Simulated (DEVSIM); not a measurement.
System: abrupt Si n-p junction, at 350 K.

```tsv
layer (left to right)	material	thickness (μm)	Nd (cm⁻³)	Na (cm⁻³)	τn (s)	τp (s)
1	Si	0.220	4.5e15	-	2.7e-6	2.7e-6
2	Si	1.30	-	8.7e14	2.7e-6	2.7e-6
```

Left contact: ohmic. Right contact: ohmic. Voltage is applied to the left contact. Recombination: SRH at mid-gap, radiative, Auger. Gap narrowing is on: ΔEg = 6.92 meV × (l + √(l² + 0.5)), l = ln(N/1.3e17 cm⁻³), shared equally by both band edges. Mobility is μmin + (μ − μmin)/(1 + (N/Nref)^α).

Constants are typed, rounded textbook-type inputs, not results; the design itself was drawn at random and stands for no fabricated device. Values at 300 K; Nc and Nv go as T^1.5, mobilities as T to minus their exponent, the gap by Varshni's rule with the affinity fixed.

| parameter | Si |
|---|---|
| gap (eV) | 1.124 |
| affinity (eV) | 4.05 |
| permittivity | 11.7 |
| Nc (cm⁻³) | 2.86e19 |
| Nv (cm⁻³) | 3.1e19 |
| μn (cm²/Vs) | 1417 |
| μp (cm²/Vs) | 470 |
| μn,min | 52 |
| μp,min | 45 |
| Nref,n | 9.7e16 |
| Nref,p | 2.2e17 |
| αn | 0.68 |
| αp | 0.72 |
| T exponent of μn | 2.3 |
| T exponent of μp | 2.2 |
| B (cm³/s) | 4.7e-15 |
| Cn (cm⁶/s) | 2.8e-31 |
| Cp (cm⁶/s) | 9.9e-32 |
| Varshni α (eV/K) | 0.000473 |
| Varshni β (K) | 636 |

Model (solved in DEVSIM): 1D drift-diffusion, Boltzmann statistics, complete ionisation; no tunnelling, impact ionisation, image-force lowering or self-heating.

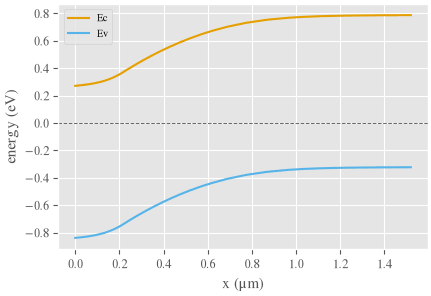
*Band edges at zero bias*

Energies count from the Fermi level of the right contact; mesh points crowd at the junctions.

```json
[
 {"x (μm)": "0.000", "Ec (eV)": "0.271", "Ev (eV)": "-0.839", "n (cm⁻³)": "4.5e15", "p (cm⁻³)": "3.2e7", "field (V/cm)": "1700"},
 {"x (μm)": "0.01295", "Ec (eV)": "0.273", "Ev (eV)": "-0.837", "n (cm⁻³)": "4.2e15", "p (cm⁻³)": "3.5e7", "field (V/cm)": "1700"},
 {"x (μm)": "0.03332", "Ec (eV)": "0.277", "Ev (eV)": "-0.833", "n (cm⁻³)": "3.7e15", "p (cm⁻³)": "3.9e7", "field (V/cm)": "1900"},
 {"x (μm)": "0.06017", "Ec (eV)": "0.283", "Ev (eV)": "-0.827", "n (cm⁻³)": "3.1e15", "p (cm⁻³)": "4.8e7", "field (V/cm)": "2400"},
 {"x (μm)": "0.1187", "Ec (eV)": "0.302", "Ev (eV)": "-0.808", "n (cm⁻³)": "1.6e15", "p (cm⁻³)": "8.9e7", "field (V/cm)": "4300"},
 {"x (μm)": "0.1576", "Ec (eV)": "0.322", "Ev (eV)": "-0.788", "n (cm⁻³)": "8.2e14", "p (cm⁻³)": "1.8e8", "field (V/cm)": "6300"},
 {"x (μm)": "0.1872", "Ec (eV)": "0.344", "Ev (eV)": "-0.767", "n (cm⁻³)": "4.1e14", "p (cm⁻³)": "3.6e8", "field (V/cm)": "8100"},
 {"x (μm)": "0.2114", "Ec (eV)": "0.365", "Ev (eV)": "-0.745", "n (cm⁻³)": "2.0e14", "p (cm⁻³)": "7.3e8", "field (V/cm)": "9700"},
 {"x (μm)": "0.2231", "Ec (eV)": "0.377", "Ev (eV)": "-0.733", "n (cm⁻³)": "1.3e14", "p (cm⁻³)": "1.1e9", "field (V/cm)": "10000"},
 {"x (μm)": "0.2400", "Ec (eV)": "0.394", "Ev (eV)": "-0.716", "n (cm⁻³)": "7.6e13", "p (cm⁻³)": "1.9e9", "field (V/cm)": "9900"},
 {"x (μm)": "0.2643", "Ec (eV)": "0.418", "Ev (eV)": "-0.693", "n (cm⁻³)": "3.5e13", "p (cm⁻³)": "4.1e9", "field (V/cm)": "9600"},
 {"x (μm)": "0.3250", "Ec (eV)": "0.473", "Ev (eV)": "-0.637", "n (cm⁻³)": "5.5e12", "p (cm⁻³)": "2.6e10", "field (V/cm)": "8700"},
 {"x (μm)": "0.3952", "Ec (eV)": "0.531", "Ev (eV)": "-0.579", "n (cm⁻³)": "8.1e11", "p (cm⁻³)": "1.8e11", "field (V/cm)": "7800"},
 {"x (μm)": "0.5158", "Ec (eV)": "0.616", "Ev (eV)": "-0.495", "n (cm⁻³)": "4.9e10", "p (cm⁻³)": "2.9e12", "field (V/cm)": "6200"},
 {"x (μm)": "0.7732", "Ec (eV)": "0.731", "Ev (eV)": "-0.379", "n (cm⁻³)": "1.1e9", "p (cm⁻³)": "1.3e14", "field (V/cm)": "2900"},
 {"x (μm)": "1.032", "Ec (eV)": "0.775", "Ev (eV)": "-0.336", "n (cm⁻³)": "2.5e8", "p (cm⁻³)": "5.7e14", "field (V/cm)": "790"},
 {"x (μm)": "1.225", "Ec (eV)": "0.784", "Ev (eV)": "-0.327", "n (cm⁻³)": "1.9e8", "p (cm⁻³)": "7.7e14", "field (V/cm)": "250"},
 {"x (μm)": "1.337", "Ec (eV)": "0.786", "Ev (eV)": "-0.325", "n (cm⁻³)": "1.8e8", "p (cm⁻³)": "8.3e14", "field (V/cm)": "130"},
 {"x (μm)": "1.434", "Ec (eV)": "0.787", "Ev (eV)": "-0.324", "n (cm⁻³)": "1.7e8", "p (cm⁻³)": "8.5e14", "field (V/cm)": "81"},
 {"x (μm)": "1.473", "Ec (eV)": "0.787", "Ev (eV)": "-0.323", "n (cm⁻³)": "1.7e8", "p (cm⁻³)": "8.6e14", "field (V/cm)": "73"},
 {"x (μm)": "1.500", "Ec (eV)": "0.787", "Ev (eV)": "-0.323", "n (cm⁻³)": "1.7e8", "p (cm⁻³)": "8.7e14", "field (V/cm)": "70"},
 {"x (μm)": "1.520", "Ec (eV)": "0.787", "Ev (eV)": "-0.323", "n (cm⁻³)": "1.7e8", "p (cm⁻³)": "8.7e14", "field (V/cm)": "69"}
]
```
